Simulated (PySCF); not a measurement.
C3H10FSi2 (SMILES FC[C@H]([SiH3])C[SiH2]) (doublet)

```xyz
16

F    -1.7136   -1.5825   -1.0208
C    -1.2030   -1.4473    0.2527
C    -0.2794   -0.2449    0.3307
Si   -1.1468    1.3232   -0.3449
C     1.0220   -0.5177   -0.4236
Si    2.1136    1.0267   -0.5352
H    -2.0652   -1.3390    0.9192
H    -0.6831   -2.3878    0.4753
H    -0.0497   -0.1017    1.3915
H    -0.5877    2.4994    0.3254
H    -0.9832    1.3934   -1.7937
H    -2.5721    1.2142   -0.0056
H     0.7738   -0.8647   -1.4294
H     1.5715   -1.3350    0.0587
H     3.2789    0.8393   -1.3981
H     2.5163    1.5333    0.7767
```

Geometry: GFN2-xTB.

All numbers below come from PySCF 2.14.0, density-fitted response routines, UKS B3LYP, pcH-1 on C F H Si, non-relativistic, mean-field spin-orbit, GIAO.

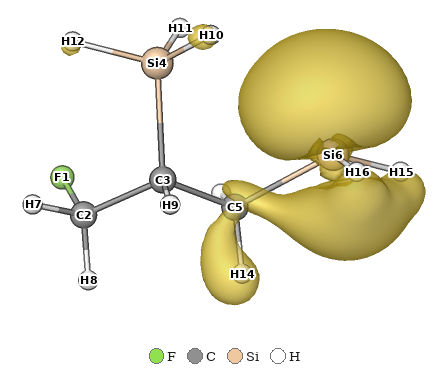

Figure 1. Isosurface of the spin density (α minus β) at +0.015 e/Å³ (yellow), seen at a tilt.

Describe the spin distribution.

Answer. The unpaired spin (1 electron) lies mostly on Si6 (about 0.7), in electrons by Hirshfeld's partition.

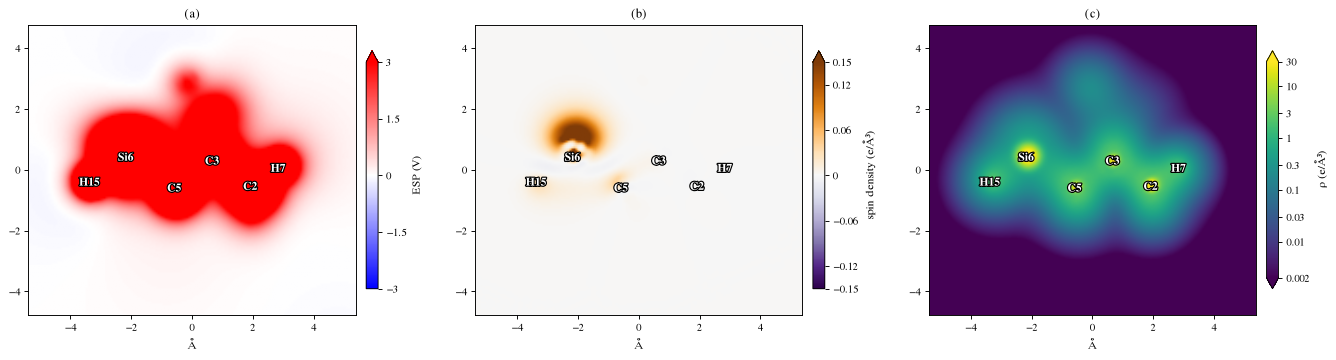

Figure 2. (a) molecular electrostatic potential; (b) spin density; (c) electron density on the plane of atoms C3, C5 and Si6.

What does the map show?

Answer. The section cuts through C, Si and H sites. C–C (1.52 Å): ρ is about 1.6 e/Å³ halfway. C–Si (1.89 Å): ρ is about 0.87 e/Å³ halfway. C–H (1.10 Å): the density is about 2 e/Å³ at the midpoint. Si–H (1.46 Å): the density is about 0.83 e/Å³ at the midpoint.

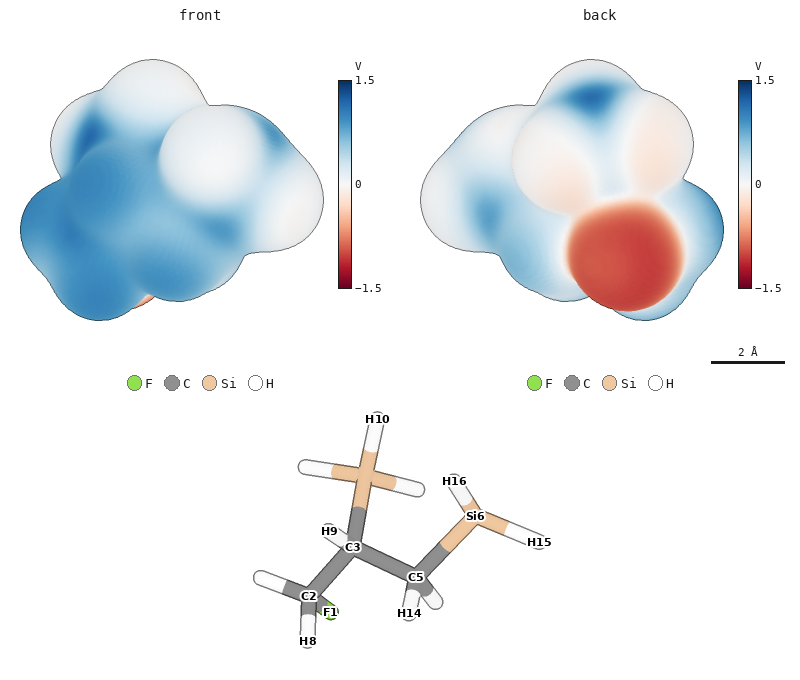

Figure 3. The electrostatic potential painted on the density surface at 0.002 e/bohr³, seen from the front and from behind; the colour scale runs from red (negative) to blue (positive). The bare structure is drawn below in the same view.

Which sites attract a positive test charge, and which a negative one?

Answer. A positive charge is drawn to the negative regions and a negative charge to the positive ones. The most negative region (about −1.0 V) lies over F1, the most positive (about +1.1 V) over C2 and Si4.
